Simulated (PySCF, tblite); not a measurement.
# C6H9PS: geometry, infrared bands and NMR shifts

Wanted: the infrared bands and NMR shifts of C6H9PS (`CC(C)c1cpcs1`), by calculation.

Computed with tblite 0.8.0 and PySCF 2.14.0, with density-fitted response routines of our own, on a single molecule in the gas phase. Atoms are numbered from 0 throughout.

### 1 The starting structure

17 atoms, charge 0, multiplicity 1; geometry from: force field or distance geometry start.

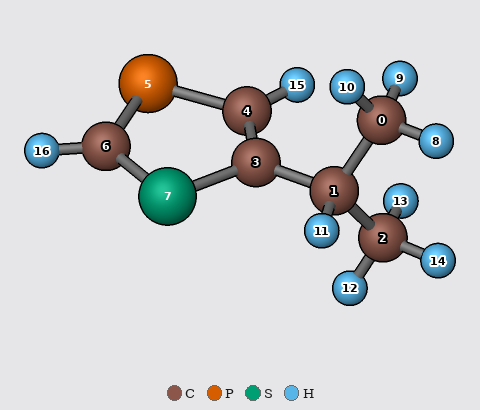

As it starts; carbon brown, phosphorus orange, sulfur teal, hydrogen blue, atoms numbered; sticks join atoms by distance.

### 2 Optimising the geometry with GFN2-xTB

What the job is given:

```
{"job": {"kind": "relax", "xc": "GFN2-xTB", "basis": "xTB"}, "charge": 0, "multiplicity": 1}
C     -1.472800     1.266500     0.332600
C     -0.796400     0.098700    -0.372000
C     -1.502400    -1.223100    -0.047800
C      0.673900     0.023700     0.018500
C      1.190100    -0.188800     1.309000
P      2.989700    -0.255100     1.593200
C      3.221500     0.022900    -0.200300
S      1.864300     0.201000    -1.227400
H     -2.516700     1.354300     0.003300
H     -1.490500     1.150000     1.427200
H     -0.977600     2.211400     0.101400
H     -0.879200     0.259200    -1.442600
H     -1.031700    -2.060100    -0.547500
H     -1.513600    -1.436200     1.020300
H     -2.555700    -1.170100    -0.387800
H      0.561900    -0.313400     2.187900
H      4.228100     0.071300    -0.584400
```

On the command line:

```sh
> OMP_NUM_THREADS=1 python probes_run.py task.json out
```

This one command runs all jobs of the session in turn.

The program printed:

```text
step      E/eV     max force
  0    -630.17952    4.115
  1    -630.50227    1.858
  2    -630.56431    0.980
  3    -630.57871    0.350
  4    -630.58460    0.255
  5    -630.58992    0.241
  6    -630.59365    0.231
  7    -630.59686    0.135
  8    -630.59885    0.117
  9    -630.60040    0.109
 10    -630.60129    0.096
 11    -630.60171    0.052
 12    -630.60192    0.033
 13    -630.60210    0.039
 14    -630.60224    0.036
 15    -630.60237    0.034
 16    -630.60251    0.034
 17    -630.60265    0.032
 18    -630.60277    0.024
 19    -630.60286    0.023
 20    -630.60295    0.025
 21    -630.60304    0.029
 22    -630.60312    0.024
 23    -630.60319    0.020
 24    -630.60324    0.019
 25    -630.60329    0.022
 26    -630.60333    0.017
 27    -630.60335    0.010
 28    -630.60336    0.010
```

Wall time 0.22 s (1 thread of Arm Neoverse V1, shared host).

Step by step:

| step | energy from step 0 (eV) | largest force (eV/Å) |
| --- | --- | --- |
| 0 | 0.0000 | 4.1146 |
| 1 | -0.3227 | 1.8579 |
| 2 | -0.3848 | 0.9801 |
| 3 | -0.3992 | 0.3498 |
| 4 | -0.4051 | 0.2550 |
| 5 | -0.4104 | 0.2412 |
| 6 | -0.4141 | 0.2310 |
| 7 | -0.4173 | 0.1353 |
| 8 | -0.4193 | 0.1167 |
| 9 | -0.4209 | 0.1085 |
| 10 | -0.4218 | 0.0958 |
| 11 | -0.4222 | 0.0522 |
| 12 | -0.4224 | 0.0328 |
| 13 | -0.4226 | 0.0388 |
| 14 | -0.4227 | 0.0359 |
| 15 | -0.4228 | 0.0341 |
| 16 | -0.4230 | 0.0341 |
| 17 | -0.4231 | 0.0323 |
| 18 | -0.4232 | 0.0239 |
| 19 | -0.4233 | 0.0229 |
| 20 | -0.4234 | 0.0250 |
| 21 | -0.4235 | 0.0293 |
| 22 | -0.4236 | 0.0242 |
| 23 | -0.4237 | 0.0200 |
| 24 | -0.4237 | 0.0186 |
| 25 | -0.4238 | 0.0220 |
| 26 | -0.4238 | 0.0172 |
| 27 | -0.4238 | 0.0098 |
| 28 | -0.4238 | 0.0095 |

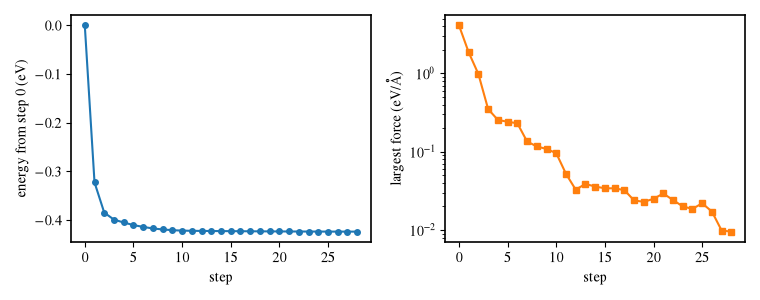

Energy and force, step by step.

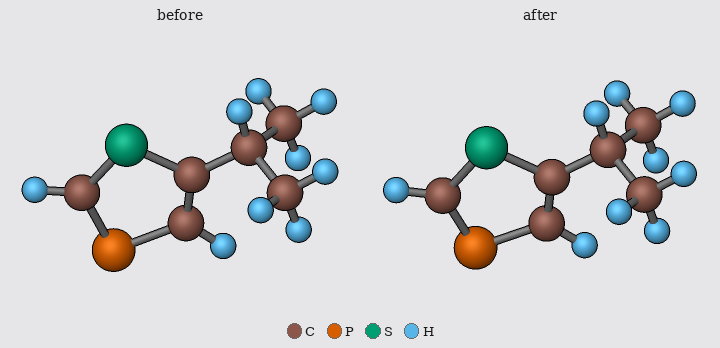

The geometry before (left) and after (right).

Distances of close pairs at the start and the end, largest changes first:

| bond | before (Å) | after (Å) | change (Å) |
| --- | --- | --- | --- |
| P5–C6 | 1.830 | 1.703 | -0.127 |
| C4–P5 | 1.823 | 1.765 | -0.058 |
| C3–C4 | 1.406 | 1.356 | -0.050 |
| C1–C3 | 1.523 | 1.502 | -0.021 |
| C2–H14 | 1.108 | 1.088 | -0.021 |
| C0–H9 | 1.101 | 1.087 | -0.014 |
| C0–H8 | 1.098 | 1.088 | -0.011 |
| C1–H11 | 1.086 | 1.096 | +0.010 |

The end geometry stands in the next job.

### 3 Harmonic vibrations with GFN2-xTB

What the job is given:

```
{"job": {"kind": "ir", "xc": "GFN2-xTB", "basis": "xTB"}, "charge": 0, "multiplicity": 1}
C     -1.464149     1.269761     0.343141
C     -0.779607     0.093728    -0.357263
C     -1.494151    -1.221956    -0.040134
C      0.666902     0.015244     0.039373
C      1.157175    -0.183936     1.287959
P      2.907710    -0.237591     1.506377
C      3.202925     0.015915    -0.151638
S      1.859596     0.193298    -1.198733
H     -2.497064     1.351563     0.012873
H     -1.456020     1.127992     1.421100
H     -0.950990     2.201083     0.113383
H     -0.821858     0.260720    -1.439260
H     -1.002827    -2.052744    -0.541947
H     -1.485103    -1.411574     1.030398
H     -2.528003    -1.176274    -0.374486
H      0.501415    -0.308084     2.135511
H      4.177051     0.074885    -0.603284
```

The program printed:

```text
mode    cm-1     km/mol
  1      25.8      0.00
  2     113.3      0.00
  3     177.6      0.03
  4     202.4      0.00
  5     232.1      0.09
  6     280.5      0.30
  7     282.2      0.03
  8     337.0      0.00
  9     442.2      0.16
 10     483.7      0.25
 11     532.0      2.47
 12     553.5      0.06
 13     685.4      6.21
 14     705.8      5.00
 15     789.6      7.30
 16     812.7     10.35
 17     865.9      1.32
 18     918.3      0.23
 19     947.9      1.48
 20     964.9      1.00
 21     983.8      0.12
 22    1029.0     21.39
 23    1105.6     20.02
 24    1133.4      1.35
 25    1148.8      6.85
 26    1183.6      1.19
 27    1194.5      8.39
 28    1305.0      2.32
 29    1332.8      1.74
 30    1403.0      5.43
 31    1416.7      2.69
 32    1491.5      0.69
 33    1491.9      2.20
 34    1499.0      3.95
 35    1500.4      3.41
 36    1515.0     13.51
 37    2934.3     25.47
 38    3031.0     12.18
 39    3034.5     13.86
 40    3035.2     32.17
 41    3037.0     61.67
 42    3041.9     16.69
 43    3044.5     39.06
 44    3083.7      8.74
 45    3119.0      2.00
```

Run time: 0.67 s. Hardware: 1 thread of Arm Neoverse V1, shared host.

The strongest bands and the atoms that carry them (share of the mass-weighted mode):

| cm⁻¹ | km/mol | atoms |
| --- | --- | --- |
| 1029 | 21.4 | C3 36 % |
| 1106 | 20.0 | H11 28 %, C1 16 % |
| 2934 | 25.5 | H11 93 % |
| 3034 | 13.9 | H14 21 %, H10 18 %, H8 16 %, H9 14 % |
| 3035 | 32.2 | H12 46 %, H10 37 % |
| 3037 | 61.7 | H8 37 %, H14 35 % |
| 3042 | 16.7 | H9 35 %, H13 29 %, H10 11 %, H12 11 % |
| 3044 | 39.1 | H13 45 %, H9 37 % |

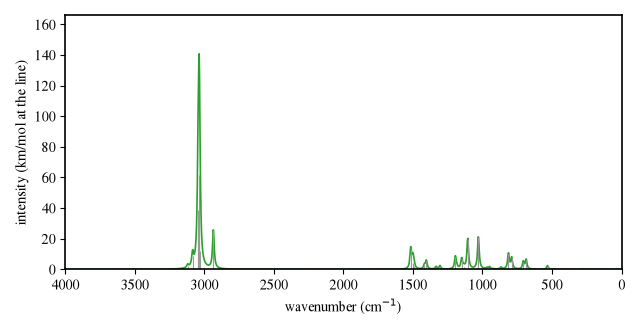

The infrared spectrum from these modes, unscaled. Lines are broadened to a width of 14 cm⁻¹ (Lorentzian).

### 4 NMR shieldings: PBE0/pcSseg-1

The job, as its differences from that of step 3:

```diff
@@ -1,2 +1,2 @@
-{"job": {"kind": "ir", "xc": "GFN2-xTB", "basis": "xTB"}, "charge": 0, "multiplicity": 1}
+{"job": {"kind": "nmr", "xc": "PBE0", "basis": "pcSseg-1"}, "charge": 0, "multiplicity": 1}
 C     -1.464149     1.269761     0.343141
```

With the program's defaults for keys left out, this is: GIAO PBE0/pcSseg-1 NMR shielding, non-relativistic, gas phase.

The program printed:

```text
coarse grid: 15344 points
cycle   1  E = -972.8803908019  dE =  1.143e+00  |g| = 4.201e-01  |ddm| = 4.031e+00
cycle   2  E = -972.8555223796  dE =  2.487e-02  |g| = 5.186e-01  |ddm| = 8.902e-01
cycle   3  E = -972.9251294873  dE = -6.961e-02  |g| = 8.204e-02  |ddm| = 6.008e-01
cycle   4  E = -972.9267039223  dE = -1.574e-03  |g| = 3.769e-02  |ddm| = 1.470e-01
cycle   5  E = -972.9270676374  dE = -3.637e-04  |g| = 1.468e-02  |ddm| = 5.640e-02
cycle   6  E = -972.9271246189  dE = -5.698e-05  |g| = 4.224e-03  |ddm| = 1.767e-02
cycle   7  E = -972.9271288016  dE = -4.183e-06  |g| = 1.548e-03  |ddm| = 5.569e-03
final grid: 139272 points
cycle   8  E = -972.9796771987  dE = -2.927e-05  |g| = 1.143e-02  |ddm| = 3.412e-02
cycle   9  E = -972.9796334378  dE =  4.376e-05  |g| = 1.708e-02  |ddm| = 2.942e-02
cycle  10  E = -972.9797101966  dE = -7.676e-05  |g| = 2.113e-03  |ddm| = 2.029e-02
cycle  11  E = -972.9797113129  dE = -1.116e-06  |g| = 5.003e-04  |ddm| = 2.428e-03
cycle  12  E = -972.9797113726  dE = -5.972e-08  |g| = 1.962e-04  |ddm| = 6.633e-04
cycle  13  E = -972.9797113825  dE = -9.854e-09  |g| = 4.720e-05  |ddm| = 2.327e-04
cycle  14  E = -972.9797113829  dE = -4.732e-10  |g| = 2.541e-05  |ddm| = 9.222e-05
converged SCF energy = -972.9797113829

GIAO shielding tensors (ppm)
atom      isotropic    diamagn.    paramagn.     s11        s22        s33       span
  0 C      158.698     247.389     -88.691    142.905    149.890    183.299     40.394
  1 C      152.659     242.864     -90.205    138.842    156.995    162.141     23.299
  2 C      158.720     247.467     -88.747    142.911    149.948    183.302     40.391
  3 C       11.106     263.981    -252.875    -67.218     -9.653    110.190    177.408
  4 C       43.252     256.065    -212.813    -58.816     32.270    156.301    215.117
  5 P       75.007     967.147    -892.140   -211.118     94.981    341.158    552.276
  6 C       21.363     268.377    -247.014   -127.738     42.589    149.237    276.975
  7 S      166.815    1059.162    -892.347     33.920    194.187    272.339    238.419
  8 H       30.345      29.898       0.447     26.254     27.146     37.635     11.381
  9 H       30.300      31.221      -0.921     26.121     29.821     34.957      8.835
 10 H       30.233      30.345      -0.112     25.941     28.780     35.977     10.037
 11 H       28.508      32.364      -3.856     22.991     29.056     33.477     10.485
 12 H       30.232      30.424      -0.192     25.943     28.773     35.981     10.038
 13 H       30.299      31.290      -0.991     26.113     29.827     34.956      8.843
 14 H       30.344      29.958       0.386     26.252     27.149     37.633     11.381
 15 H       23.684      33.029      -9.345     20.900     21.403     28.749      7.849
 16 H       23.289      30.399      -7.110     21.562     23.234     25.071      3.509
```

It took 33 s on 1 thread of Arm Neoverse V1, shared host; peak memory 0.79 GiB.

Shifts follow as δ = σ(reference) − σ, with reference shieldings (ppm) from runs at the same level and on the same kind of geometry: ¹H TMS 31.72, ¹³C TMS 186.9, ³¹P H3PO4 318.4, ³³S CS2 504. The references are single molecules in the gas phase, so shifts against H2O, NH3, PH3, H3PO4 or CFCl3 are not on the usual liquid scales and can be off by tens of ppm. Atoms listed in one row are averaged.

| atoms | environment | σ (ppm) | δ (ppm) | δ scaled to CDCl3 |
| --- | --- | --- | --- | --- |
| C3 | substituted aromatic carbon next to the ring sulfur | 11.1 | 175.8 | 165.3 |
| C6 | aromatic CH next to the ring sulfur | 21.4 | 165.6 | 155.3 |
| C4 | aromatic CH | 43.3 | 143.7 | 138.3 |
| C1 | sp3 CH on an aromatic ring | 152.7 | 34.3 | 31.5 |
| C0, C2 | methyl carbon | 158.7 | 28.2 | 25.6 |
| H16 | hydrogen on an aromatic CH next to the ring sulfur | 23.29 | 8.43 | 8.05 |
| H15 | hydrogen on an aromatic CH | 23.68 | 8.03 | 7.68 |
| H11 | hydrogen on an sp3 CH on an aromatic ring | 28.51 | 3.21 | 3.13 |
| H8, H9, H10, H12, H13, H14 | hydrogen on a methyl carbon | 30.29 | 1.42 | 1.45 |
| P5 | phosphorus bonded to 2 C, in a 5-membered ring | 75.0 | 243.4 | – |
| S7 | aromatic ring sulfur | 167 | 337 | – |

The scaled column applies a straight-line fit of computed shieldings to shifts measured in CDCl3, with any fitted terms for Cl, Br or S neighbours (root-mean-square error 0.16 ppm for H, 1.9 ppm for C).

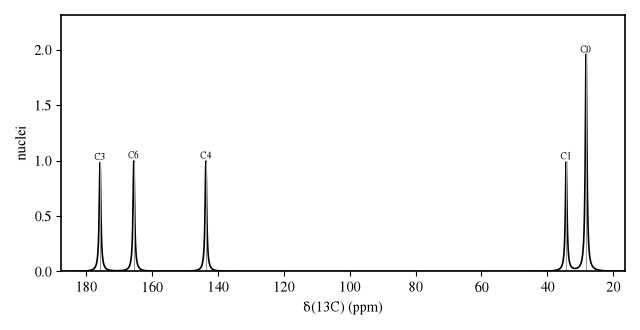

¹³C lines at the computed shifts, without couplings. Lines are broadened to a width of 0.59 ppm (Lorentzian).

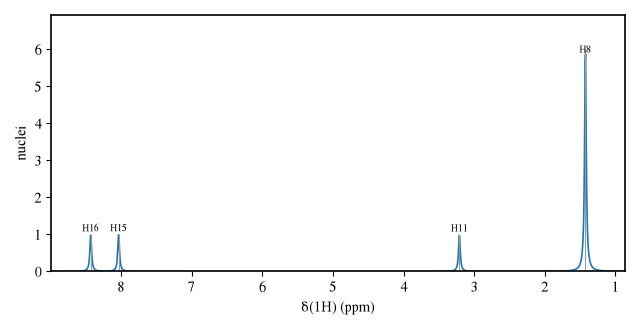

¹H lines at the computed shifts, without couplings. Lines are broadened to a width of 0.03 ppm (Lorentzian).

The run also stored atomic charges by several schemes (e):

| atoms | Mulliken | IAO | Hirshfeld | ESP fit |
| --- | --- | --- | --- | --- |
| C0, C2 | -0.19 | -0.41 | -0.12 | -0.57 |
| C1 | -0.28 | -0.10 | -0.02 | 0.44 |
| C3 | -0.33 | -0.13 | -0.01 | -0.19 |
| C4 | -0.31 | -0.41 | -0.13 | 0.01 |
| P5 | 0.45 | 0.34 | 0.06 | -0.14 |
| C6 | -0.56 | -0.58 | -0.15 | -0.22 |
| S7 | 0.32 | 0.37 | 0.12 | 0.01 |

Mulliken charges:

C0 -0.19; C1 -0.28; C2 -0.19; C3 -0.33; C4 -0.31; P5 0.45; C6 -0.56; S7 0.32; H8 0.11; H9 0.11; H10 0.12; H11 0.12; H12 0.12; H13 0.11; H14 0.11; H15 0.11; H16 0.16

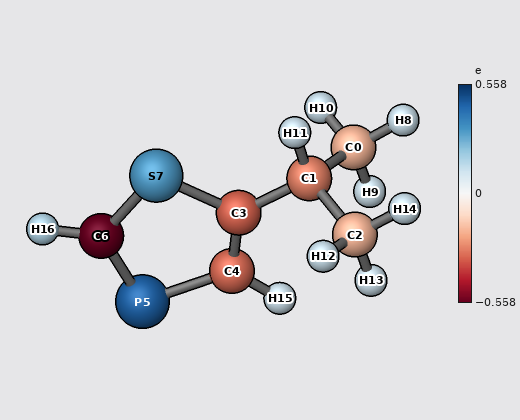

Mulliken charges, as colours on the atoms.

Mayer bond orders: C0–C1 1.03, C1–C2 1.03, C1–C3 0.98, C3–C4 1.61, C4–P5 1.15, P5–C6 1.48, C6–S7 1.16, S7–C3 1.17.

Ring of atoms C3, C4, P5, C6, S7: NICS(0) -11.5, NICS(1) -11.4, NICS(1)zz -25.9 ppm (means of both faces).

### 5 What came out

```
                                                               quantity                                value
                              strongest single infrared mode (GFN2-xTB)                 3037 cm⁻¹, 62 km/mol
                                           zero-point energy (GFN2-xTB)                        83.6 kcal/mol
¹³C shifts against TMS (PBE0/pcSseg-1, means over atoms taken as alike)  175.8, 165.6, 143.7, 34.3, 28.2 ppm
 ¹H shifts against TMS (PBE0/pcSseg-1, means over atoms taken as alike)           8.43, 8.03, 3.21, 1.42 ppm
                               ³¹P shifts against H3PO4 (PBE0/pcSseg-1)                            243.4 ppm
                                 ³³S shifts against CS2 (PBE0/pcSseg-1)                              337 ppm
```

In words: The optimisation took 28 steps and gained 0.424 eV; among the close pairs (by a distance rule), P5–C6 changed most, from 1.830 to 1.703 Å. No mode is imaginary among the 45: a minimum at this level. GFN2-xTB is a fitted tight-binding method: band positions and strengths are rough. Its intensities can rank the bands wrongly. At PBE0/pcSseg-1: The largest span, 552 ppm, is at P5, where the paramagnetic term is -892 ppm. NICS(1)zz of -26 ppm above the planar ring from C3 marks a diatropic (aromatic) ring current.
